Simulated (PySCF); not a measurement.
C$_{5}$H$_{6}$S, charge −1, doublet, SMILES `CC#CC[CH][S-]`.

Computed with PySCF, B3LYP/def2-SVPD, geometry: GFN2-xTB. The highest occupied Kohn–Sham orbital has positive energy, a self-interaction fault of such functionals for anions. No frequency check shows the geometry to be a minimum. GFN2-xTB bond lengths at metals and heavier atoms can be off by up to 0.1 Å and shapes distorted, which carries into these values. GFN2-xTB doesn't know the spin state, so this open-shell geometry is rough.

Coordinates in Å:

```
C1      -3.2907   -0.6961   -0.0446
C2      -2.0391    0.0360    0.0670
C3      -1.0078    0.6467    0.1773
C4       0.3193    1.2442    0.1745
C5       1.2682    0.3935   -0.6151
S6       2.3399   -0.6779    0.1476
H7      -4.0877   -0.0422   -0.4101
H8      -3.1817   -1.5321   -0.7401
H9      -3.5870   -1.0940    0.9290
H10      0.2444    2.2609   -0.2539
H11      0.6833    1.3274    1.2039
H12      0.9897    0.1809   -1.6448
```

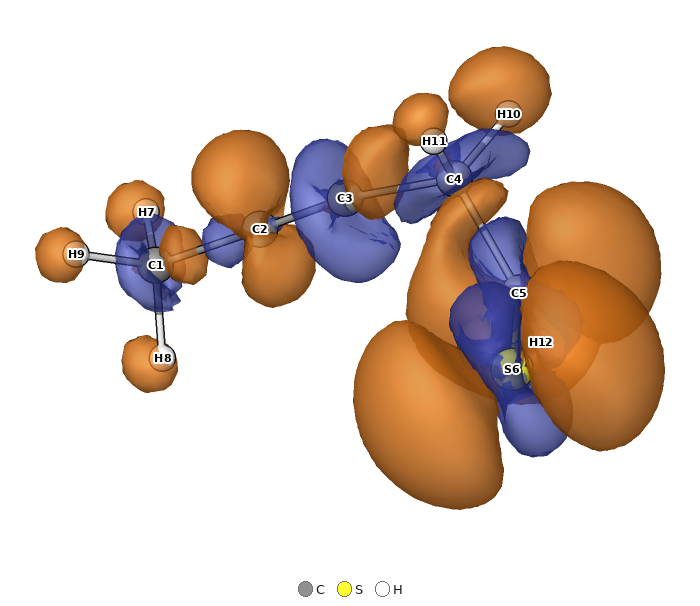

Fukui function f⁻ = ρ(N) − ρ(N−1) at fixed geometry, surfaces at ±0.015 e/Å³ (orange positive, blue negative).

**On which atoms does the density change most on removal of an electron?**

f⁻ (Hirshfeld-condensed) is largest on S6 (0.47); the vertical detachment energy is 0.82 eV (to the singlet neutral species, which needn't be its lowest state). Condensed values hint at sites of electrophilic attack but needn't mark the atom that reacts. Orbital relaxation makes it negative in places (0.26 e in all).

| atom | f⁻ | charge |
| --- | --- | --- |
| C1 | +0.02 | −0.10 |
| C2 | +0.07 | −0.11 |
| C3 | 0.00 | −0.07 |
| C4 | +0.03 | −0.07 |
| C5 | +0.19 | −0.16 |
| S6 | +0.47 | −0.60 |
| H7 | +0.02 | +0.03 |
| H8 | +0.02 | +0.04 |
| H9 | +0.02 | +0.03 |
| H10 | +0.05 | +0.01 |
| H11 | +0.03 | +0.02 |
| H12 | +0.08 | −0.03 |

The PySCF run took 92 s on 1 thread of Arm Neoverse V2, on a shared host, peak memory 0.75 GiB.
